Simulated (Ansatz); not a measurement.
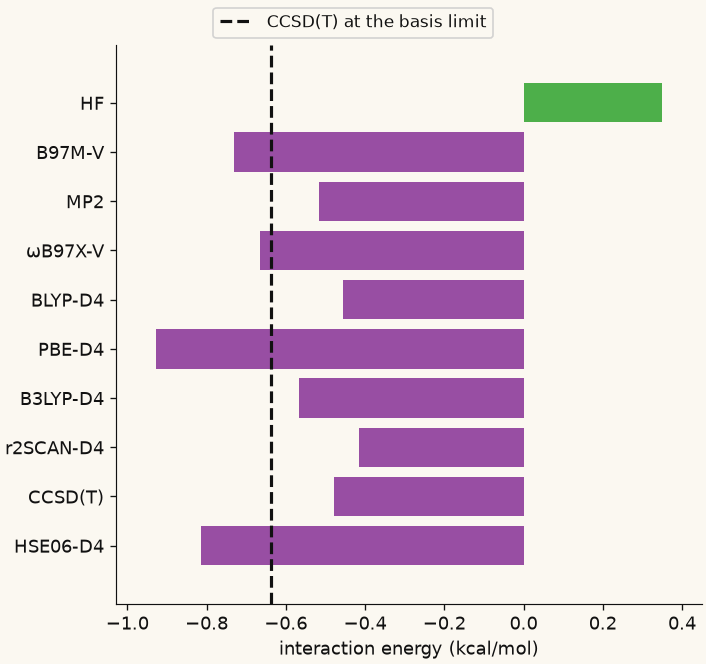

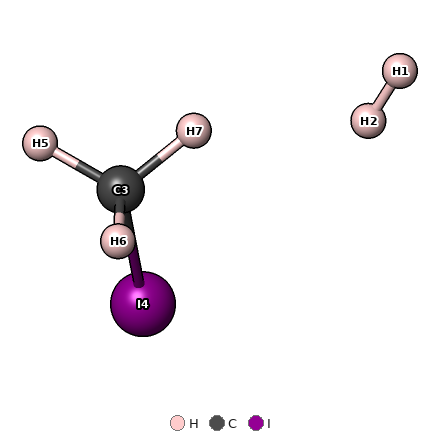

Counterpoise interaction energy of the pair H₂ and CH₃I (SMILES [H][H].CI) at one optimised PBE0-D4 geometry, drawn, with the closest contact H2···I4 3.36 Å (H···H pairs aside; other arrangements can bind more strongly; the cost of deforming the partners isn't counted), def2-TZVPPD, the Ansatz code; cores frozen in correlated methods. On heavy atoms the filled d shell below the valence is correlated. The line takes HF and MP2 limits from def2-TZVPPD and QZVPPD, and the coupled-cluster step in TZVPPD. The distance of MP2 and CCSD(T) to the limit includes basis error.

Question: What range do the values span, the line included?

Answer: From −0.93 kcal/mol (PBE-D4) to 0.35 kcal/mol (HF).

Question: Which level comes closest to the line (CCSD(T) at the basis limit), and which misses most?

Answer: Closest ωB97X-V (−0.66 kcal/mol), against −0.64 kcal/mol; farthest HF (0.35 kcal/mol).

Limits of at least one run: core potentials past krypton; spin-orbit coupling is left out, and with I it can shift these energies.
